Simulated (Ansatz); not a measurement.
Fields on a plane of TaS2 (CdI2 type)

```
TaS2
1.0
    3.32876     0.00000     0.00000
   -1.66438     2.88279     0.00000
    0.00000     0.00000     5.78615
Ta S
1 2
Cartesian
  0.00000   0.00000   0.00000
  0.00000   1.92186   1.54482
  1.66438   0.96093   4.24133
```

The slice is a (-1 1 0 2) plane (indices of the conventional cell) through the point (0.667, 0.333, 0.733) (fractional), spanned by u = [110] and v = [1 -1 1] in vectors of this cell: u (3.33 Å) and v (8.17 Å, at 90° to u). It covers one period; positions are fractions (u, v).

Atoms on it: S at (0.00, 0.00). Other atoms lie within 1 Å of the plane.

Calculation: PBE-D3(BJ) (plane waves to 420 eV, PAW, scalar-relativistic; Ansatz, a program for electronic structure). k mesh 16×16×8. Near the nuclei the fields are pseudised (PAW); where an atom keeps semicore shells as valence, they peak there. Spin-orbit coupling is left out, though Ta is heavy. TaS2 is run without spin polarisation. TaS2 was relaxed with its symmetry unable to fall.

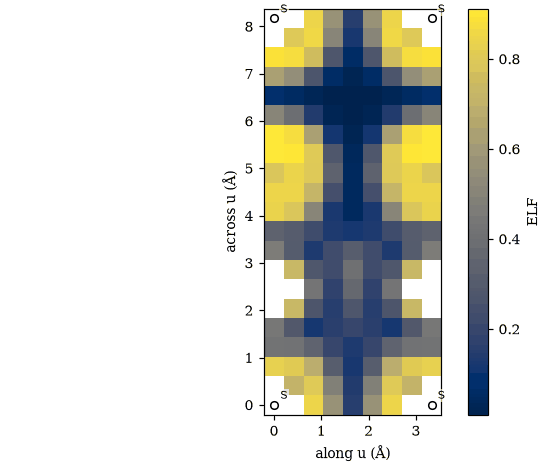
Figure. Electron localisation function (ELF), one period of the plane, atoms marked. Points within 0.5 Å of a nucleus are left white, as the pseudised field means little there.

```
v \ u  0.00  0.12  0.25  0.38  0.50  0.62  0.75  0.88
-----  ----  ----  ----  ----  ----  ----  ----  ----
0.90      x     x   6.1   9.3   9.9   9.3   6.1     x
0.75    8.6   9.0   9.8  10.3  10.4  10.3   9.8   9.0
0.60      x     x     x   8.4   9.6   8.4     x     x
0.45   <2.0   2.5   5.9   8.1   8.8   8.1   5.9   2.5
0.30      x     x     x  <2.0   5.5  <2.0     x     x
0.15   <2.0  <2.0   5.2   7.5   8.1   7.5   5.2  <2.0
0.00      x     x     x   6.6   8.4   6.6     x     x
```

Values: electrostatic potential energy of an electron, from the cell's mean, in eV. Points within 1 Å of a nucleus are blanked (x), as the pseudised field means little there. Values under 2 eV are set to 2. The zero, the cell's mean, hangs on the PAW cores.
